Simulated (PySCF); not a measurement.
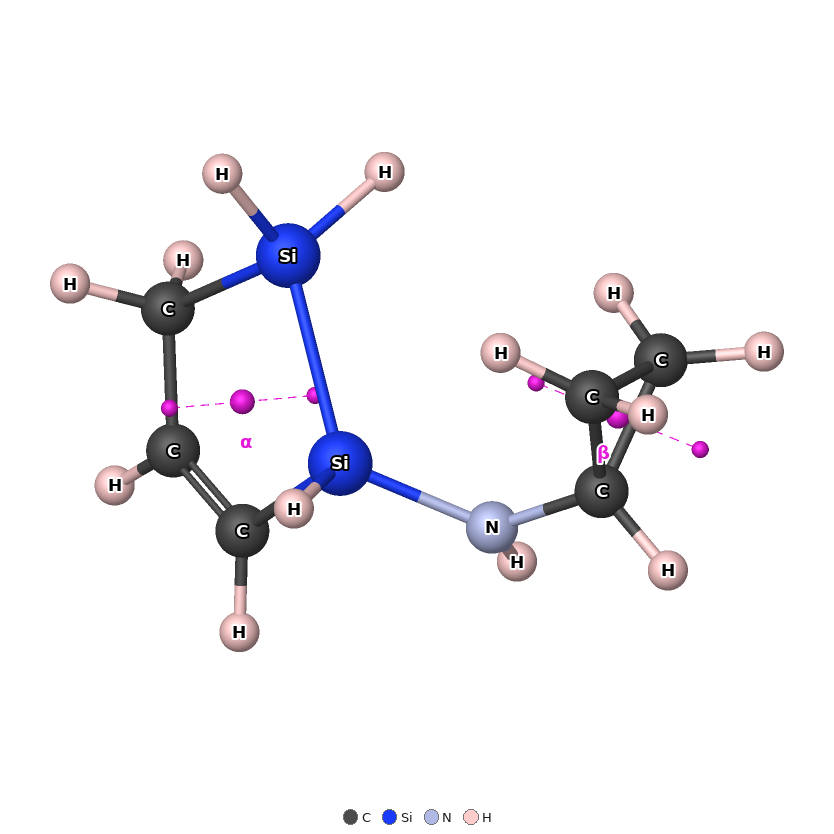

The small points mark where nucleus-independent chemical shifts (NICS) were computed: at the centre of each lettered ring and 1 Å above and below it. The geometry was computed by an optimisation with GFN2-xTB. No frequency run is at hand to confirm it as a minimum. Level of theory: GIAO PBE0/pcSseg-1 NMR shielding, non-relativistic, gas phase (PySCF 2.14.0).

Give NICS(0), NICS(1) and the out-of-plane component NICS(1)zz for each ring (means of the two sides).

| ring | members | NICS(0) | NICS(1) | NICS(1)zz |
| --- | --- | --- | --- | --- |
| α | C3Si2 | −1.6 | −3.1 | −1.1 |
| β | C3 | −41.9 | −8.4 | −23.2 |

Values in ppm.

Question. What do the values say about the ring currents?

Answer. Ring α: weak, as in a non-aromatic ring. NICS is one index among several.

The geometry is semi-empirical. Around Si such bond lengths and angles can be off by a tenth of an ångström or more and by several degrees, and values that hang on the shape move with them.
